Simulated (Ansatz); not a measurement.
**[BF2]+ (SMILES F[B+]F): the energy, rung by rung**

[BF2]+: 3 atoms, total charge +1, spin state singlet. SMILES: `F[B+]F`. Geometry: relaxed at GFN2-xTB.

```xyz
3

F     0.3274    1.1339    0.3057
B     0.0007   -0.0003    0.0004
F    -0.3281   -1.1336   -0.3060
```

Quantity: the energy change with the F1–B2 bond stretched from 1.219 to 3.048 Å, in eV. The values are calculated.

```json
{"level": "HF/STO-3G (restricted)", "kind": "Hartree–Fock", "program": "Ansatz", "value (eV)": "11.03", "less FCI/STO-3G": "+4.65", "CPU time (all runs)": "0.15 s"}
{"level": "SVWN5/STO-3G (restricted)", "kind": "LDA", "program": "Ansatz", "value (eV)": "9.66", "less FCI/STO-3G": "+3.28", "CPU time (all runs)": "0.9 s"}
{"level": "PBE/STO-3G (restricted)", "kind": "GGA", "program": "Ansatz", "value (eV)": "8.84", "less FCI/STO-3G": "+2.46", "CPU time (all runs)": "1.4 s"}
{"level": "r2SCAN0/STO-3G (restricted)", "kind": "hybrid meta-GGA", "program": "Ansatz", "value (eV)": "9.82", "less FCI/STO-3G": "+3.44", "CPU time (all runs)": "3.3 s"}
{"level": "CAM-B3LYP/STO-3G (restricted)", "kind": "range-separated hybrid", "program": "Ansatz", "value (eV)": "9.92", "less FCI/STO-3G": "+3.54", "CPU time (all runs)": "1.6 s"}
{"level": "wB97M-V/STO-3G (restricted)", "kind": "range-separated hybrid", "program": "Ansatz", "value (eV)": "9.89", "less FCI/STO-3G": "+3.51", "CPU time (all runs)": "19 s"}
{"level": "B2PLYP/STO-3G (restricted)", "kind": "double hybrid", "program": "Ansatz", "value (eV)": "8.46", "less FCI/STO-3G": "+2.08", "CPU time (all runs)": "2.3 s"}
{"level": "BCCD(T)/STO-3G (restricted)", "kind": "coupled cluster or CI", "program": "Ansatz", "value (eV)": "6.36", "less FCI/STO-3G": "-0.02", "CPU time (all runs)": "0.49 s"}
{"level": "CCSD/STO-3G (restricted)", "kind": "coupled cluster or CI", "program": "Ansatz", "value (eV)": "6.40", "less FCI/STO-3G": "+0.02", "CPU time (all runs)": "0.39 s"}
{"level": "FCI/STO-3G", "kind": "exact in the basis", "program": "Ansatz", "value (eV)": "6.38", "less FCI/STO-3G": "0.00", "CPU time (all runs)": "1.9 s"}
```

FCI/STO-3G is exact within its basis and frozen core, so for wave-function methods in that basis the difference is their error; functionals converge differently with the basis, so for them it is only a difference. A spin-restricted reference rises too steeply as a bond breaks; here HF/STO-3G, SVWN5/STO-3G, PBE/STO-3G, r2SCAN0/STO-3G, CAM-B3LYP/STO-3G, wB97M-V/STO-3G, B2PLYP/STO-3G lie well above the multireference or unrestricted value. The first shape isn't each level's own minimum. The values span 6.36 to 11.03 eV. All rows use very small basis sets, so none should be taken for the real molecule's value. In so small a basis fixed costs decide the times, and correlated methods can beat functionals. Times are those of the runs behind each value, whatever else they computed, on shared processors of several kinds: orders of magnitude only.

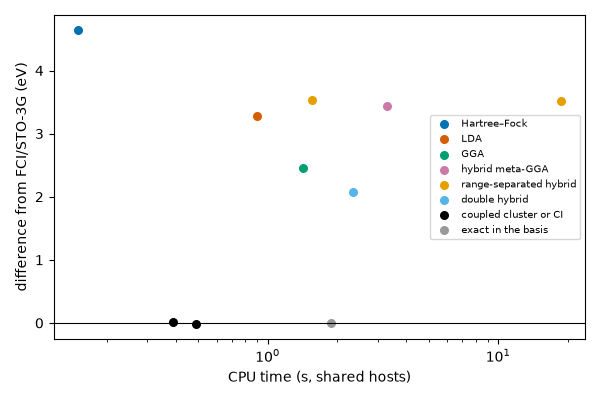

Difference from FCI/STO-3G against processor time, one point a level.
